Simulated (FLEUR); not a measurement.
# Collinear magnetic orders of Ni3Pt with FLEUR

Does Ni3Pt prefer parallel or opposed moments?

Calculated with FLEUR MaX-R8.1; LDA (VWN); all-electron FLAPW, Dirac cores, scalar-relativistic bands.

## Step 1: Set-up

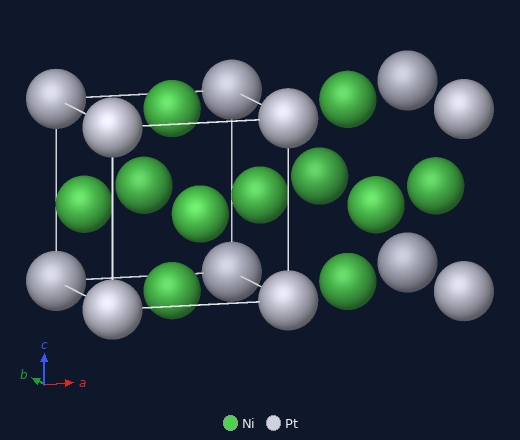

The cell as given, slightly off an axis (nickel green, platinum light grey). 2×1×1 cells are drawn. Some periodic images of atoms are drawn too.

Coordinates:

```
Ni Pt
1.0
     3.62457    0.00000    0.00000
     0.00000    3.62457    0.00000
     0.00000    0.00000    3.62457
Ni Pt
3 1
Cartesian
  1.8123 0.0000 1.8123
  0.0000 1.8123 1.8123
  1.8123 1.8123 0.0000
  0.0000 0.0000 0.0000
```

The cell comes from a database of computed structures and need not be the stable phase.

## Step 2: Run 1 (ferro +++)

The parallel start is the test of whether parallel moments hold.

inpgen writes inp.xml from crystal.txt; cutoffs, mixing, functional, smearing and local orbitals are then set in the file. The k list default-1 (kpts.xml, not shown) is a Γ-centred 8×8×8 mesh; where the ranks do not divide the number of points, some are split in two of half the weight.

Input file inp.xml:

```
<?xml version="1.0" encoding="UTF-8" standalone="no"?>
<fleurInput fleurInputVersion="0.39">
   <comment>
      Ni3Pt
   </comment>
   <calculationSetup>
      <cutoffs Kmax="3.6" Gmax="10.8" GmaxXC="10.8" numbands="0"/>
      <scfLoop itmax="90" minDistance="0.00002" maxIterBroyd="15" imix="Anderson" alpha="0.05" precondParam="0.0" spinf="2.0" sdNocoIR="T"/>
      <coreElectrons ctail="T" frcor="F" kcrel="0" coretail_lmax="0"/>
      <xcFunctional name="vwn" relativisticCorrections="F"/>
      <magnetism jspins="2"/>
      <soc l_soc="F" theta="0.0" phi="0.0" spav="F"/>
      <expertModes spex="0" secvar="F"/>
      <geometryOptimization l_f="F" forcealpha="1.0" forcemix="BFGS" epsdisp="0.00001" epsforce="0.00001"/>
      <ldaU l_linMix="F" mixParam="0.05" spinf="1.0"/>
   </calculationSetup>
   <cell>
      <bzIntegration valenceElectrons="70.0" mode="hist" fermiSmearingEnergy="0.00293995">
         <kPointListSelection listName="default-1"/>
         <xi:include xmlns:xi="http://www.w3.org/2001/XInclude" href="kpts.xml"> </xi:include>
      </bzIntegration>
      <xi:include xmlns:xi="http://www.w3.org/2001/XInclude" href="sym.xml"> </xi:include>
      <bulkLattice scale="1.0">
         <bravaisMatrix>
            <row-1>    6.8494385534205611     0.0000000000000000     0.0000000000000000</row-1>
            <row-2>    0.0000000000000000     6.8494385534205611     0.0000000000000000</row-2>
            <row-3>    0.0000000000000000     0.0000000000000000     6.8494385534205611</row-3>
         </bravaisMatrix>
      </bulkLattice>
   </cell>
   <atomSpecies>
      <species name="Nickel (Ni1.000" element="Ni" atomicNumber="28">
         <mtSphere radius="2.36" gridPoints="781" logIncrement="0.016"/>
         <atomicCutoffs lmax="8" lnonsphr="6"/>
         <electronConfig flipSpins="F">
            <coreConfig>(1s1/2) (2s1/2) (2p1/2) (2p3/2)</coreConfig>
            <valenceConfig>(3s1/2) (3p1/2) (3p3/2) (4s1/2) (3d3/2) (3d5/2)</valenceConfig>
            <stateOccupation state="(3d3/2)" spinUp="1.6" spinDown="1.6"/>
            <stateOccupation state="(3d5/2)" spinUp="2.9" spinDown="1.9"/>
         </electronConfig>
         <energyParameters s="4" p="4" d="3" f="4"/>
         <lo type="SCLO" l="0" n="3" eDeriv="0"/>
         <lo type="SCLO" l="1" n="3" eDeriv="0"/>
      </species>
      <species name="Platinum (Pt)" element="Pt" atomicNumber="78">
         <mtSphere radius="2.36" gridPoints="781" logIncrement="0.017"/>
         <atomicCutoffs lmax="8" lnonsphr="6"/>
         <electronConfig flipSpins="F">
            <coreConfig>(1s1/2) (2s1/2) (2p1/2) (2p3/2) (3s1/2) (3p1/2) (3p3/2) (4s1/2) (3d3/2) (3d5/2) (4p1/2) (4p3/2) (5s1/2) (4d3/2) (4d5/2) (4f5/2) (4f7/2)</coreConfig>
            <valenceConfig>(5p1/2) (5p3/2) (6s1/2) (5d3/2) (5d5/2)</valenceConfig>
            <stateOccupation state="(6s1/2)" spinUp="0.500000" spinDown="0.500000"/>
            <stateOccupation state="(5d3/2)" spinUp="1.800000" spinDown="1.800000"/>
            <stateOccupation state="(5d5/2)" spinUp="2.700000" spinDown="2.700000"/>
         </electronConfig>
         <energyParameters s="6" p="6" d="5" f="5"/>
         <lo type="SCLO" l="1" n="5" eDeriv="0"/>
      </species>
   </atomSpecies>
   <atomGroups>
      <atomGroup species="Nickel (Ni1.000">
         <relPos label="                   1">1.000/2.000 .0000000000 1.000/2.000</relPos>
         <relPos label="                   2">.0000000000 1.000/2.000 1.000/2.000</relPos>
         <relPos label="                   3">1.000/2.000 1.000/2.000 .0000000000</relPos>
         <force calculate="T" relaxXYZ="TTT"/>
      </atomGroup>
      <atomGroup species="Platinum (Pt)">
         <relPos label="                   4">.0000000000 .0000000000 .0000000000</relPos>
         <force calculate="T" relaxXYZ="TTT"/>
      </atomGroup>
   </atomGroups>
   <output dos="F" band="F" slice="F">
      <bandDOS minEnergy="-.5*Htr" maxEnergy="0.5*Htr" sigma="0.015" storeEVData="T"/>
      <plotting iplot="0" polar="F">
         <plot TwoD="T" vec1="  1.0  0.0  0.0" vec2="  0.0  1.0  0.0" vec3="  0.0  0.0  1.0" zero="  0.0  0.0  0.0" file="plot"/>
      </plotting>
      <moessbauerParams electricFieldGradient="F" isomerShift="F" coreHyperfine="F" valenceHyperfine="F"/>
   </output>
</fleurInput>
```

Input file crystal.txt:

```
Ni3Pt
&input film=F cartesian=F /
3.62456679000  0.00000000000  0.00000000000
0.00000000000  3.62456679000  0.00000000000
0.00000000000  0.00000000000  3.62456679000
1.8897261246
1.0 1.0 1.0

4
28 0.50000000000  0.00000000000  0.50000000000 : 1.000
28 0.00000000000  0.50000000000  0.50000000000 : 1.000
28 0.50000000000  0.50000000000  0.00000000000 : 1.000
78 0.00000000000  0.00000000000  0.00000000000

&kpt div1=8 div2=8 div3=8 gamma=T /
```

Run with:

```sh
$ OMP_NUM_THREADS=1 inpgen -f crystal.txt > inpgen.log  # inp.xml is then edited as shown
$ OMP_NUM_THREADS=1 mpirun -n 4 fleur_MPI > fleur.log
```

Output:

```text
Welcome to FLEUR        (www.flapw.de)
      MaX-Release 8.1          (www.max-centre.eu)

 ========== k-point set info ==========
 Selected k-point list: default-1
 k-point list type: mesh
 0 x 0 x 0
 Number of k points: 36

 ------------Calculation Setup---------------------------
 Number of MPI-tasks      :            4
 Number of PE/node        :            4
 Number of OMP-threads    :            1
 k-points in parallel     :            4
 pe's per k-point         :            1
 No of k-point loops      :            9
 Eigenvalue solver        :       lapack
 Number of basis functions:          304
 Approximate size of matrices (H+S) per k-point:         0.001 GB
 --------------------------------------------------------
 Iteration:     1   Distance:      41.19611197 me/bohr^3
 Iteration:     2   Distance:      20.09216279 me/bohr^3
 Iteration:     3   Distance:      11.83001610 me/bohr^3
 Iteration:     4   Distance:       9.03242906 me/bohr^3
 Iteration:     5   Distance:       5.21694790 me/bohr^3
 Iteration:     6   Distance:       2.89431454 me/bohr^3
 Iteration:     7   Distance:       1.73112130 me/bohr^3
 Iteration:     8   Distance:       1.25001832 me/bohr^3
 Iteration:     9   Distance:       1.05343885 me/bohr^3
 Iteration:    10   Distance:       0.62953468 me/bohr^3
 Iteration:    11   Distance:       0.49476949 me/bohr^3
 Iteration:    12   Distance:       0.27023071 me/bohr^3
 Iteration:    13   Distance:       0.28735686 me/bohr^3
 Iteration:    14   Distance:       0.09748745 me/bohr^3
 Iteration:    15   Distance:       0.09371933 me/bohr^3
 Iteration:    16   Distance:       0.08140332 me/bohr^3
 Iteration:    17   Distance:       0.06140935 me/bohr^3
 Iteration:    18   Distance:       0.03679686 me/bohr^3
 Iteration:    19   Distance:       0.03867340 me/bohr^3
 Iteration:    20   Distance:       0.02755906 me/bohr^3
 Iteration:    21   Distance:       0.00432796 me/bohr^3
 Iteration:    22   Distance:       0.00107467 me/bohr^3
 Iteration:    23   Distance:       0.00110879 me/bohr^3
 Iteration:    24   Distance:       0.00024987 me/bohr^3
 Iteration:    25   Distance:       0.00037702 me/bohr^3
 Iteration:    26   Distance:       0.00006246 me/bohr^3
 Iteration:    27   Distance:       0.00002152 me/bohr^3
 Iteration:    28   Distance:       0.00002666 me/bohr^3
 Iteration:    29   Distance:       0.00000527 me/bohr^3

 ********************************************************************
 Run finished successfully
 Stop message:
   all done
 ********************************************************************

--- out.xml (last complete iteration) ---
<iteration numberForCurrentRun="   29" overallNumber="   29">
         [... left out ...]
         <bandgap value="0.0018797220" units="eV"/>
         <sumValenceSingleParticleEnergies value="-53.9824999697" units="Htr"/>
         <FermiEnergy value="0.3692627151" units="Htr"/>
         <valenceDensity>
            <mtCharges spin="1">
               <mtCharge atomType="1" total="8.9650700" s="1.2309766" p="3.2278417" d="4.4790526" f="0.0201327"/>
               <mtCharge atomType="2" total="7.1961457" s="0.2403003" p="3.1406522" d="3.7896639" f="0.0201465"/>
            </mtCharges>
            <mtCharges spin="2">
               <mtCharge atomType="1" total="8.3521707" s="1.2328549" p="3.2378617" d="3.8544688" f="0.0201979"/>
               <mtCharge atomType="2" total="6.8973762" s="0.2429121" p="3.1510636" d="3.4773057" f="0.0208376"/>
            </mtCharges>
            <spinDependentCharge spin="1" total="36.0408854" interstitial="1.9495298" mtSpheres="34.0913556"/>
            <spinDependentCharge spin="2" total="33.9591146" interstitial="2.0052262" mtSpheres="31.9538884"/>
            <totalCharge value="70.0000000000"/>
         </valenceDensity>
         [... left out ...]
         <allElectronCharges>
            <spinDependentCharge spin="1" total="82.0408854" interstitial="1.9505224" mtSpheres="80.0903629"/>
            <spinDependentCharge spin="2" total="79.9591146" interstitial="2.0062184" mtSpheres="77.9528962"/>
            <totalCharge value="161.9999999831"/>
         </allElectronCharges>
         <magneticMomentsInMTSpheres units="muBohr">
            <globalMagMoment atomType="1" vec="0.00000   0.00000   0.61290"/>
            <localMagMoment atomType="1" vec="0.00000   0.00000   0.61290"/>
            <globalMagMoment atomType="2" vec="0.00000   0.00000   0.29877"/>
            <localMagMoment atomType="2" vec="0.00000   0.00000   0.29877"/>
         </magneticMomentsInMTSpheres>
         <moessbauerParams unitsHFF="kG" unitsIS="e/bohr^3" unitsEFG="Htr/bohr^2">
         </moessbauerParams>
         <totalEnergy value="   -22991.7109792044" units="Htr">
            <sumOfEigenvalues value="   -13932.8759099703">
               <coreElectrons value="-13878.8934100006"/>
               <valenceElectrons value="-53.9824999697"/>
            </sumOfEigenvalues>
            <densityCoulombPotentialIntegral value="-38948.0015249703"/>
            <densityEffectivePotentialIntegral value="-39651.4053482780"/>
            <chargeDenXCDenIntegral value="-530.3647203164"/>
            <FockExchangeEnergyValence value="0.0000000000"/>
            <FockExchangeEnergyCore value="0.0000000000"/>
            <atomTypeDependentContributions atomType="1">
               <electronNucleiInteractionDifferentMTs value="5473.5267181693"/>
               <MadelungTerm value="-28.5951799446"/>
            </atomTypeDependentContributions>
            <atomTypeDependentContributions atomType="2">
               <electronNucleiInteractionDifferentMTs value="23159.7509116360"/>
               <MadelungTerm value="-44.0021249606"/>
            </atomTypeDependentContributions>
            <tkbTimesEntropy value="0.0053014656"/>
            <freeEnergy value="-22991.7162806700"/>
            <extrapolationTo0K value="-22991.7136299372"/>
         </totalEnergy>
         <densityConvergence units="me/bohr^3">
            <chargeDensity spin="1" distance="0.0000029796"/>
            <chargeDensity spin="2" distance="0.0000025022"/>
            <overallChargeDensity distance="0.0000015932"/>
            <spinDensity distance="0.0000052668"/>
         </densityConvergence>
      </iteration>
```

It took 28 s on 4 MPI ranks of AMD EPYC 9R14 (Zen 4), shared host; peak memory 0.23 GiB.

Spin moment in the muffin-tin sphere by atom:

```
atom  spin moment in the muffin-tin sphere (μB)
 Ni1                                      0.613
 Ni2                                      0.613
 Ni3                                      0.613
 Pt4                                      0.299
```

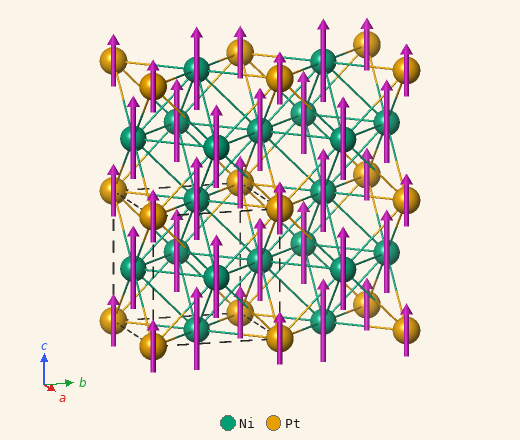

Spin moment in the muffin-tin sphere as arrows, the longest 0.613 μB. Up and down stand for the sign. Arrows give size and sign along the axis of quantisation, drawn up and down the page. 1×2×2 cells are drawn. Some periodic images of atoms are drawn too.

Read from the output:

| Item | Value |
| --- | --- |
| free energy | -625636.4722 eV |
| program's band gap on this mesh (in a metal only a level spacing) | 0.001880 eV |
| magnetization | 2.082 μB |
| final state | ferromagnetic |

After 29 cycles the largest moment stands at 0.613 μB.

## Step 3: Start 2: antiferro q=(0,0,1/2) +-+-+-

Another pattern of signs weighs the neighbour shells otherwise.

The cell is doubled to 8 atoms to hold this order. The mesh is halved along the doubled vector, so that both cells sample the same points. The k list default-1 (kpts.xml, not shown) is a Γ-centred 8×8×4 mesh.

Edit inp.xml of step 2 so:

```diff
@@ -17,3 +17,3 @@
    <cell>
-      <bzIntegration valenceElectrons="70.0" mode="hist" fermiSmearingEnergy="0.00293995">
+      <bzIntegration valenceElectrons="140.0" mode="hist" fermiSmearingEnergy="0.00293995">
          <kPointListSelection listName="default-1"/>
@@ -26,3 +26,3 @@
             <row-2>    0.0000000000000000     6.8494385534205611     0.0000000000000000</row-2>
-            <row-3>    0.0000000000000000     0.0000000000000000     6.8494385534205611</row-3>
+            <row-3>    0.0000000000000000     0.0000000000000000    13.6988771068411221</row-3>
          </bravaisMatrix>
@@ -39,2 +39,15 @@
             <stateOccupation state="(3d5/2)" spinUp="2.9" spinDown="1.9"/>
+         </electronConfig>
+         <energyParameters s="4" p="4" d="3" f="4"/>
+         <lo type="SCLO" l="0" n="3" eDeriv="0"/>
+         <lo type="SCLO" l="1" n="3" eDeriv="0"/>
+      </species>
+      <species name="Nickel (Ni-1.000" element="Ni" atomicNumber="28">
+         <mtSphere radius="2.36" gridPoints="781" logIncrement="0.016"/>
+         <atomicCutoffs lmax="8" lnonsphr="6"/>
+         <electronConfig flipSpins="F">
+            <coreConfig>(1s1/2) (2s1/2) (2p1/2) (2p3/2)</coreConfig>
+            <valenceConfig>(3s1/2) (3p1/2) (3p3/2) (4s1/2) (3d3/2) (3d5/2)</valenceConfig>
+            <stateOccupation state="(3d3/2)" spinUp="1.6" spinDown="1.6"/>
+            <stateOccupation state="(3d5/2)" spinUp="1.9" spinDown="2.9"/>
          </electronConfig>
@@ -60,5 +73,17 @@
       <atomGroup species="Nickel (Ni1.000">
-         <relPos label="                   1">1.000/2.000 .0000000000 1.000/2.000</relPos>
-         <relPos label="                   2">.0000000000 1.000/2.000 1.000/2.000</relPos>
-         <relPos label="                   3">1.000/2.000 1.000/2.000 .0000000000</relPos>
+         <relPos label="                   1">1.000/2.000 .0000000000 1.000/4.000</relPos>
+         <relPos label="                   3">.0000000000 1.000/2.000 1.000/4.000</relPos>
+         <force calculate="T" relaxXYZ="TTT"/>
+      </atomGroup>
+      <atomGroup species="Nickel (Ni-1.000">
+         <relPos label="                   2">1.000/2.000 .0000000000 -1.000/4.000</relPos>
+         <relPos label="                   4">.0000000000 1.000/2.000 -1.000/4.000</relPos>
+         <force calculate="T" relaxXYZ="TTT"/>
+      </atomGroup>
+      <atomGroup species="Nickel (Ni1.000">
+         <relPos label="                   5">1.000/2.000 1.000/2.000 .0000000000</relPos>
+         <force calculate="T" relaxXYZ="TTT"/>
+      </atomGroup>
+      <atomGroup species="Nickel (Ni-1.000">
+         <relPos label="                   6">1.000/2.000 1.000/2.000 1.000/2.000</relPos>
          <force calculate="T" relaxXYZ="TTT"/>
@@ -66,3 +91,7 @@
       <atomGroup species="Platinum (Pt)">
-         <relPos label="                   4">.0000000000 .0000000000 .0000000000</relPos>
+         <relPos label="                   7">.0000000000 .0000000000 .0000000000</relPos>
+         <force calculate="T" relaxXYZ="TTT"/>
+      </atomGroup>
+      <atomGroup species="Platinum (Pt)">
+         <relPos label="                   8">.0000000000 .0000000000 1.000/2.000</relPos>
          <force calculate="T" relaxXYZ="TTT"/>
```

Input file crystal.txt:

```
Ni3Pt
&input film=F cartesian=F /
3.62456679000  0.00000000000  0.00000000000
0.00000000000  3.62456679000  0.00000000000
0.00000000000  0.00000000000  7.24913358000
1.8897261246
1.0 1.0 1.0

8
28 0.50000000000  0.00000000000  0.25000000000 : 1.000
28 0.50000000000  0.00000000000  0.75000000000 : -1.000
28 0.00000000000  0.50000000000  0.25000000000 : 1.000
28 0.00000000000  0.50000000000  0.75000000000 : -1.000
28 0.50000000000  0.50000000000  0.00000000000 : 1.000
28 0.50000000000  0.50000000000  0.50000000000 : -1.000
78 0.00000000000  0.00000000000  0.00000000000
78 0.00000000000  0.00000000000  0.50000000000

&kpt div1=8 div2=8 div3=4 gamma=T /
```

Output:

```text
[banner, memory and clock lines left out]
Welcome to FLEUR        (www.flapw.de)
      MaX-Release 8.1          (www.max-centre.eu)

 ========== k-point set info ==========
 Selected k-point list: default-1
 k-point list type: mesh
 0 x 0 x 0
 Number of k points: 48

 [... set-up left out ...]
 Iteration:     1   Distance:      41.58897599 me/bohr^3
 Iteration:     2   Distance:      20.27756581 me/bohr^3
 Iteration:     3   Distance:      12.34839558 me/bohr^3
 Iteration:     4   Distance:       9.28293142 me/bohr^3
 Iteration:     5   Distance:       6.56507184 me/bohr^3
 Iteration:     6   Distance:       6.21419825 me/bohr^3
 Iteration:     7   Distance:       5.00122571 me/bohr^3
 Iteration:     8   Distance:       4.15582244 me/bohr^3
[... lines left out ...]
[... 57 iterations left out ...]
[... lines left out ...]
 Iteration:    72   Distance:       0.00642324 me/bohr^3
 Iteration:    73   Distance:       0.00643736 me/bohr^3
 Iteration:    74   Distance:       0.00643909 me/bohr^3
 Iteration:    75   Distance:       0.00625202 me/bohr^3
 Iteration:    76   Distance:       0.00615190 me/bohr^3
 Iteration:    77   Distance:       0.00593324 me/bohr^3

--- out.xml (last complete iteration) ---
<iteration numberForCurrentRun="   77" overallNumber="   77">
         [... left out ...]
         <bandgap value="0.0000844719" units="eV"/>
         <sumValenceSingleParticleEnergies value="-107.8543333343" units="Htr"/>
         <FermiEnergy value="0.3664421492" units="Htr"/>
         [... left out ...]
         <magneticMomentsInMTSpheres units="muBohr">
            <globalMagMoment atomType="1" vec="0.00000   0.00000   0.00144"/>
            <globalMagMoment atomType="2" vec="0.00000   0.00000  -0.00076"/>
            <globalMagMoment atomType="3" vec="0.00000   0.00000   0.00000"/>
            <globalMagMoment atomType="4" vec="0.00000   0.00000   0.00069"/>
            <globalMagMoment atomType="5" vec="0.00000   0.00000   0.00011"/>
            <globalMagMoment atomType="6" vec="0.00000   0.00000   0.00019"/>
         </magneticMomentsInMTSpheres>
         [... left out ...]
         <totalEnergy value="   -45983.4131021798" units="Htr">
            <sumOfEigenvalues value="   -27866.1582865241">
               <coreElectrons value="-27758.3039531899"/>
               <valenceElectrons value="-107.8543333343"/>
            </sumOfEigenvalues>
         [... left out ...]
            <freeEnergy value="-45983.4283265869"/>
            <extrapolationTo0K value="-45983.4207143834"/>
         </totalEnergy>
         <densityConvergence units="me/bohr^3">
            <chargeDensity spin="1" distance="0.0032453309"/>
            <chargeDensity spin="2" distance="0.0030083628"/>
            <overallChargeDensity distance="0.0019903574"/>
            <spinDensity distance="0.0059332382"/>
         </densityConvergence>
      </iteration>
```

Run time: 7.4 min. Hardware: 4 MPI ranks; peak memory 0.53 GiB.

The run was cut off at its time limit.

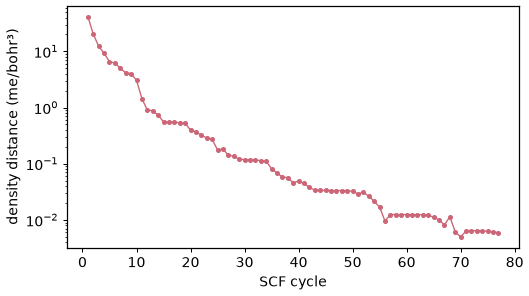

Distance of input and output densities by cycle.

After 77 cycles the density distance stands at 0.0059 me/bohr³, above the threshold of 2e-05.

[end of part 1 of 3]

[Logs and program files are shortened in this print: banners, set-up blocks, solver, clock and traceback lines can be left out without a mark of their own.]

[Logs are printed without paths, hosts, clocks, repeated set-up lines and the standing remarks that a program may print on its own settings, such as how far it seeks lower states.]

[Hosts, paths, dates, database ids (printed as entryN), source tags and the programs' standing remarks are cut or masked in the printed files.]

[Where a cell is said to come from a database of computed structures, the database is the Materials Project.]
